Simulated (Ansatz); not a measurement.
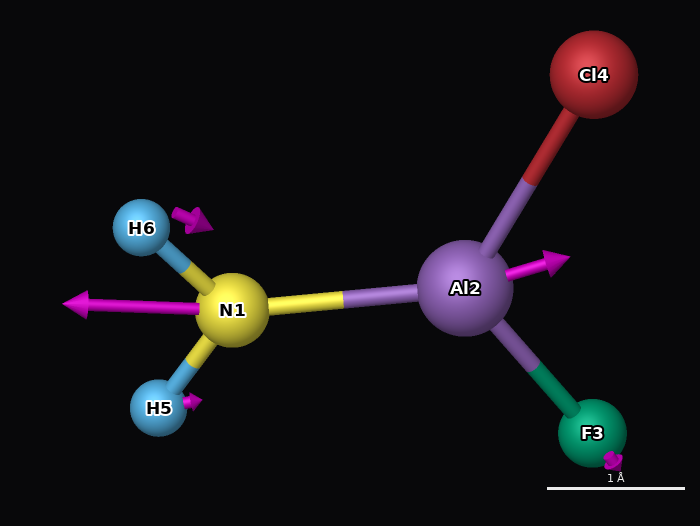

Arrows show the forces on the atoms, 0.5 Å of arrow for 1 eV/Å; forces under a tenth of the largest aren't drawn. Level of theory: ωB97M-V/def2-TZVPP (Ansatz 0.2.0).

On which atom is the force largest, and how large is it?

On N1: 2.02 eV/Å.

Along which bond is the force strongest?

N1–Al2, now 1.707 Å: the forces push its atoms apart, so a first step downhill lengthens it.

List the force components in the frame of the picture (x right, y up, z towards the viewer), in eV/Å.

```tsv
atom	Fx	Fy	Fz
N1	−2.00	0.08	0.23
Al2	0.94	0.28	0.06
F3	0.17	−0.24	−0.16
Cl4	0.05	0.08	0.08
H5	0.27	0.05	0.02
H6	0.57	−0.26	−0.24
```
